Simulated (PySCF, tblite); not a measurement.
# C₅H₁₃BO₂Si₂: geometry, infrared bands and NMR shifts

What infrared bands and NMR shifts should C₅H₁₃BO₂Si₂ (`OB(O)[C@H]1[SiH2]C=C1CC[SiH3]`) show?

Programs: tblite 0.8.0 and PySCF 2.14.0, with density-fitted response routines of our own. Each step states its level of theory. These are calculated values for one molecule in the gas phase, unless marked as measured. Atoms are numbered from 0 throughout.

## 1. Starting geometry

23 atoms, charge 0, multiplicity 1; geometry from: force field or distance geometry start.

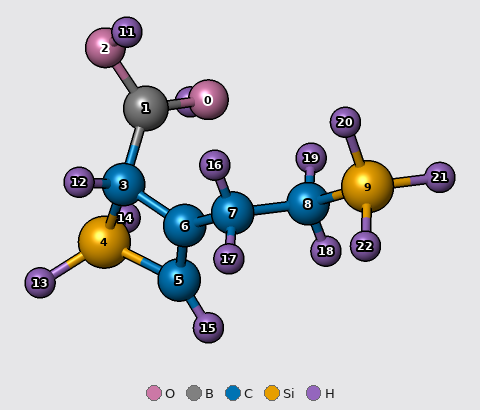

As it starts; oxygen pink, boron grey, carbon blue, silicon amber, hydrogen purple, atoms numbered.

## 2. Relaxing the molecule with GFN2-xTB

The job: settings as JSON, then the geometry in Å.

```
{"job": {"kind": "relax", "xc": "GFN2-xTB", "basis": "xTB"}, "charge": 0, "multiplicity": 1}
O     -1.605600     1.321900    -1.375400
B     -2.129000     0.795800    -0.121200
O     -2.990900     1.610400     0.721800
C     -1.693900    -0.656100     0.384600
Si    -2.165500    -1.925700    -0.694700
C     -0.326700    -1.970300    -0.605700
C     -0.205900    -0.887800     0.269300
C      0.978500    -0.216100     0.912800
C      1.849300     0.443600    -0.152200
Si     3.305000     1.304600     0.640400
H     -2.295500     1.068200    -2.051100
H     -2.388000     2.116600     1.308300
H     -2.054900    -0.867000     1.435100
H     -2.778700    -3.084200    -0.045400
H     -2.635600    -1.472600    -2.022600
H      0.407200    -2.613700    -1.064500
H      0.606100     0.545300     1.631900
H      1.559200    -0.988300     1.463700
H      2.225400    -0.310300    -0.861900
H      1.257900     1.205000    -0.705700
H      2.824900     2.340900     1.574400
H      4.125700     1.939200    -0.409200
H      4.126500     0.327600     1.378100
```

Launch:

```console
$ OMP_NUM_THREADS=1 python probes_run.py task.json out
```

One launch serves the whole session: the jobs run in the order shown.

**Question.** This job is followed by: GFN2-xTB harmonic vibrations, gas phase; GIAO PBE0/pcSseg-1 NMR shielding, non-relativistic, gas phase. Predict these results of the whole session: strongest single infrared mode (GFN2-xTB); zero-point energy (GFN2-xTB); ¹³C shifts against TMS (PBE0/pcSseg-1); ¹H shifts against TMS (PBE0/pcSseg-1, means over atoms taken as alike); ¹⁷O shifts against H2O (PBE0/pcSseg-1, means over atoms taken as alike); ¹¹B shifts against BF3·OEt2 (PBE0/pcSseg-1); ²⁹Si shifts against TMS (PBE0/pcSseg-1).

**Answer**, as computed:

```
                                                               quantity                                                           value
                              strongest single infrared mode (GFN2-xTB)                                           2219 cm⁻¹, 435 km/mol
                                           zero-point energy (GFN2-xTB)                                                  104.3 kcal/mol
                                 ¹³C shifts against TMS (PBE0/pcSseg-1)                              182.7, 129.3, 39.0, 27.9, 12.9 ppm
 ¹H shifts against TMS (PBE0/pcSseg-1, means over atoms taken as alike)  5.72, 4.91, 4.77, 3.83, 3.80, 2.54, 2.20, 1.79, 1.63, 0.91 ppm
¹⁷O shifts against H2O (PBE0/pcSseg-1, means over atoms taken as alike)                                                       121.4 ppm
                            ¹¹B shifts against BF3·OEt2 (PBE0/pcSseg-1)                                                        30.0 ppm
                                ²⁹Si shifts against TMS (PBE0/pcSseg-1)                                                -51.7, -70.2 ppm
```

Relaxing lowered the energy by 2.260 eV in 145 steps; the close pair that moved most is C3–Si4, from 1.732 to 1.945 Å. No mode is imaginary among the 63: a minimum at this level. The strongest single mode, at 2219 cm⁻¹, moves mainly H13. Unscaled tight-binding wavenumbers are off by several per cent, some by more. Its intensities can rank the bands wrongly. H15 (hydrogen on an alkene CH) lies farthest downfield among hydrogen, at 5.72 ppm; attached to an sp2 carbon and in the plane of the double bond. At PBE0/pcSseg-1: Shielding is most anisotropic at C6 (span 266 ppm, paramagnetic term -256 ppm).
